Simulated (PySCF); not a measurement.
## What a change does: NMR shielding calculation on C$_{5}$H$_{6}$F$_{2}$

System: C$_{5}$H$_{6}$F$_{2}$.
Method of run A: GIAO PBE0/pcSseg-1 NMR shielding, non-relativistic, gas phase (PySCF 2.14.0).

The geometry comes from this level: GFN2-xTB, MD frame at 250 fs, 300 K. Text and figures count atoms from 1; the logs count them from 0 in places.

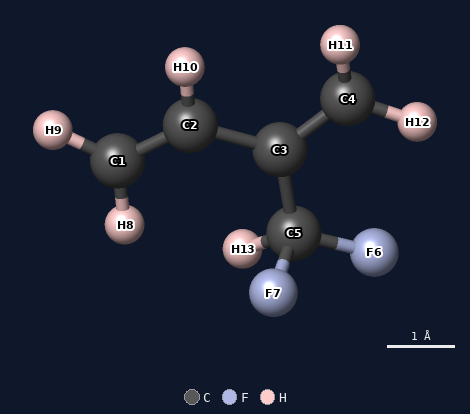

**Figure 1.** The input geometry (ball-and-stick view, seen at a tilt; atoms are numbered from 1 in the order of the input). Bond lengths as drawn: C–C 1.34 to 1.49 Å, C–F 1.33 to 1.36 Å and C–H 1.07 to 1.16 Å.

**Input, run A**
```
{"job": {"kind": "nmr", "xc": "PBE0", "basis": "pcSseg-1", "pop": false}, "charge": 0, "multiplicity": 1}
C      1.610300     0.468100     0.390900
C      0.697100    -0.160300     1.147400
C     -0.671900    -0.405200     0.695500
C     -1.429600    -1.277000     1.377600
C     -1.215000     0.390100    -0.439700
F     -2.428300     0.110300    -0.906100
F     -1.265800     1.613500     0.147100
H      1.243300     1.117800    -0.408800
H      2.670600     0.428900     0.677600
H      1.011400    -0.715000     2.004400
H     -1.113600    -1.717400     2.324300
H     -2.521900    -1.357100     1.135700
H     -0.498200     0.560300    -1.336100
```

The first line tells a small driver script what to run in PySCF; the rest is the geometry in Å.

Launched with:
```bash
OMP_NUM_THREADS=1 python <driver script> task.json out
```

Hardware: 1 CPU thread, shared host.

**Output (run A)**
```
coarse grid: 11328 points
cycle   1  E = -393.1583847603  dE =  9.207e-01  |g| = 6.948e-01  |ddm| = 3.217e+00
cycle   2  E = -393.0966164135  dE =  6.177e-02  |g| = 9.646e-01  |ddm| = 1.027e+00
cycle   3  E = -393.2436010850  dE = -1.470e-01  |g| = 7.590e-02  |ddm| = 6.189e-01
cycle   4  E = -393.2446044017  dE = -1.003e-03  |g| = 3.687e-02  |ddm| = 9.627e-02
cycle   5  E = -393.2449000583  dE = -2.957e-04  |g| = 1.416e-02  |ddm| = 3.986e-02
cycle   6  E = -393.2449486438  dE = -4.859e-05  |g| = 2.870e-03  |ddm| = 1.290e-02
cycle   7  E = -393.2449504188  dE = -1.775e-06  |g| = 9.058e-04  |ddm| = 2.915e-03
final grid: 111480 points
cycle   8  E = -393.2993301138  dE = -3.534e-05  |g| = 6.710e-03  |ddm| = 3.173e-02
cycle   9  E = -393.2993258496  dE =  4.264e-06  |g| = 8.460e-03  |ddm| = 1.254e-02
cycle  10  E = -393.2993406885  dE = -1.484e-05  |g| = 1.257e-03  |ddm| = 6.931e-03
cycle  11  E = -393.2993410112  dE = -3.227e-07  |g| = 2.744e-04  |ddm| = 1.050e-03
cycle  12  E = -393.2993410263  dE = -1.505e-08  |g| = 1.441e-04  |ddm| = 3.026e-04
cycle  13  E = -393.2993410307  dE = -4.474e-09  |g| = 1.961e-05  |ddm| = 1.201e-04
cycle  14  E = -393.2993410308  dE = -6.685e-11  |g| = 1.088e-05  |ddm| = 2.450e-05
converged SCF energy = -393.2993410308

GIAO shielding tensors (ppm)
atom      isotropic    diamagn.    paramagn.     s11        s22        s33       span
  0 C       58.185     256.239    -198.055    -60.759     67.598    167.715    228.474
  1 C       36.620     254.176    -217.555    -84.702     51.592    142.971    227.672
  2 C       35.119     263.179    -228.060    -86.694     40.738    151.313    238.007
  3 C       61.287     249.990    -188.703    -38.383     61.868    160.377    198.760
  4 C       70.602     240.561    -169.959     53.575     69.738     88.493     34.918
  5 F      336.044     469.851    -133.807    238.004    344.393    425.734    187.729
  6 F      288.000     474.891    -186.891    194.430    311.892    357.679    163.249
  7 H       25.211      31.895      -6.684     22.126     23.452     30.054      7.928
  8 H       25.383      28.680      -3.297     23.009     24.586     28.555      5.546
  9 H       24.972      32.686      -7.714     22.486     23.673     28.758      6.273
 10 H       25.807      29.702      -3.895     23.588     24.933     28.900      5.312
 11 H       25.298      28.245      -2.947     22.930     23.401     29.563      6.633
 12 H       23.810      28.486      -4.676     19.807     24.066     27.556      7.749
```

The input of run B differs as follows (lines with − go, lines with + come):
```diff
-C      1.610300     0.468100     0.390900
-C      0.697100    -0.160300     1.147400
-C     -0.671900    -0.405200     0.695500
-C     -1.429600    -1.277000     1.377600
-C     -1.215000     0.390100    -0.439700
-F     -2.428300     0.110300    -0.906100
-F     -1.265800     1.613500     0.147100
-H      1.243300     1.117800    -0.408800
-H      2.670600     0.428900     0.677600
-H      1.011400    -0.715000     2.004400
-H     -1.113600    -1.717400     2.324300
-H     -2.521900    -1.357100     1.135700
-H     -0.498200     0.560300    -1.336100
+C      1.250300    -0.499100     0.435000
+C      0.192600    -0.884400     1.105700
+C     -1.210000    -0.383500     1.091200
+C     -1.907100    -0.565000     2.223000
+C     -1.722100     0.231300    -0.129200
+F     -2.870000    -0.387300    -0.516000
+F     -1.983300     1.625000     0.067000
+H      1.141400     0.395600    -0.201400
+H      2.259900    -0.951400     0.479000
+H      0.209700    -1.775100     1.775600
+H     -1.463900    -1.094400     3.067900
+H     -2.808700    -0.043500     2.412900
+H     -0.962000     0.188200    -0.930800
```

Predict how the results change.

With the same method and basis, run B lies 0.05 kcal/mol lower. The HOMO goes from −7.14 to −7.40 eV. The LUMO goes from −1.25 to −1.46 eV. The dipole moment goes from 1.82 to 2.26 D. Of all shieldings, the largest change is that of F6, by −49.8 ppm. The number of SCF iterations is the same.

**Output (run B)**
```
coarse grid: 11328 points
cycle   1  E = -393.1506481676  dE =  8.351e-01  |g| = 7.148e-01  |ddm| = 3.214e+00
cycle   2  E = -393.0604252848  dE =  9.022e-02  |g| = 1.065e+00  |ddm| = 1.068e+00
cycle   3  E = -393.2416781140  dE = -1.813e-01  |g| = 9.177e-02  |ddm| = 6.533e-01
cycle   4  E = -393.2432005241  dE = -1.522e-03  |g| = 4.536e-02  |ddm| = 1.134e-01
cycle   5  E = -393.2436407613  dE = -4.402e-04  |g| = 1.605e-02  |ddm| = 4.485e-02
cycle   6  E = -393.2437013661  dE = -6.060e-05  |g| = 2.813e-03  |ddm| = 1.316e-02
cycle   7  E = -393.2437029939  dE = -1.628e-06  |g| = 1.106e-03  |ddm| = 2.872e-03
final grid: 111480 points
cycle   8  E = -393.2994078578  dE = -3.973e-05  |g| = 7.394e-03  |ddm| = 2.860e-02
cycle   9  E = -393.2994017310  dE =  6.127e-06  |g| = 9.823e-03  |ddm| = 1.309e-02
cycle  10  E = -393.2994203264  dE = -1.860e-05  |g| = 1.345e-03  |ddm| = 7.130e-03
cycle  11  E = -393.2994206564  dE = -3.300e-07  |g| = 2.894e-04  |ddm| = 1.044e-03
cycle  12  E = -393.2994206714  dE = -1.499e-08  |g| = 1.410e-04  |ddm| = 2.786e-04
cycle  13  E = -393.2994206758  dE = -4.454e-09  |g| = 2.472e-05  |ddm| = 1.295e-04
cycle  14  E = -393.2994206759  dE = -1.190e-10  |g| = 1.206e-05  |ddm| = 2.991e-05
converged SCF energy = -393.2994206759

GIAO shielding tensors (ppm)
atom      isotropic    diamagn.    paramagn.     s11        s22        s33       span
  0 C       70.974     258.060    -187.086    -31.661     76.366    168.218    199.879
  1 C       39.017     254.907    -215.890    -65.015     46.186    135.881    200.896
  2 C       33.228     263.292    -230.063    -82.758     31.616    150.828    233.587
  3 C       50.512     249.731    -199.219    -60.698     47.401    164.834    225.531
  4 C       64.516     244.310    -179.794     46.753     65.832     80.962     34.208
  5 F      286.211     468.338    -182.127    195.200    314.688    348.744    153.544
  6 F      273.124     473.192    -200.068    143.409    310.860    365.103    221.694
  7 H       26.092      32.485      -6.393     23.839     24.486     29.950      6.112
  8 H       25.454      28.942      -3.488     24.016     24.558     27.786      3.770
  9 H       24.667      31.412      -6.744     22.569     23.753     27.680      5.111
 10 H       25.363      29.718      -4.354     22.429     24.870     28.791      6.362
 11 H       25.614      28.781      -3.167     21.572     25.161     30.107      8.535
 12 H       24.813      30.109      -5.296     22.615     23.516     28.308      5.692
```

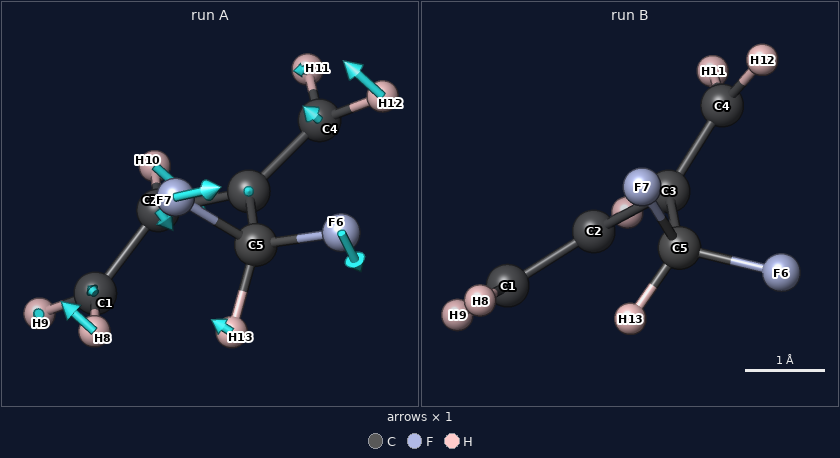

**Figure 2.** The two input geometries at one scale (ball-and-stick view, seen at a tilt). The teal arrows on the first give the shifts of the atoms after the best rigid fit, at true length. H10 moves most after the best rigid fit: 0.91 Å. By element the largest moves are H 0.91 Å, F 0.79 Å, C 0.34 Å. Among the contacts that change: C5–F7 1.358 → 1.431 Å, C4–H12 1.122 → 1.059 Å, C5–H13 1.160 → 1.106 Å, C2–H10 1.068 → 1.115 Å.

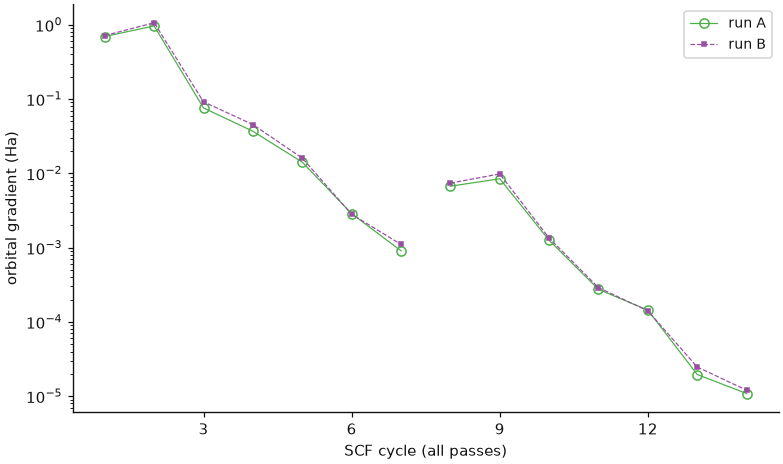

**Figure 3.** Convergence of the two runs: orbital gradient against the SCF cycle. A break in a curve parts two SCF passes (coarse and final grid). Run A takes 14 cycles in all, and run B takes 14.

**The two runs side by side**

| quantity | run A | run B |
| --- | --- | --- |
| outcome | converged | converged |
| total energy (hartree) | −393.299341 | −393.299421 |
| HOMO (eV) | −7.14 | −7.40 |
| LUMO (eV) | −1.25 | −1.46 |
| dipole moment (D) | 1.82 | 2.26 |
| shielding of C1 (ppm) | 58.2 | 71.0 |
| shielding of C2 (ppm) | 36.6 | 39.0 |
| shielding of C3 (ppm) | 35.1 | 33.2 |
| shielding of C4 (ppm) | 61.3 | 50.5 |
| shielding of C5 (ppm) | 70.6 | 64.5 |
| shielding of F6 (ppm) | 336.0 | 286.2 |
| shielding of F7 (ppm) | 288.0 | 273.1 |
| SCF iterations | 14 | 14 |
| basis functions | 149 | 149 |
| wall time (shared host) | 14 s | 14 s |
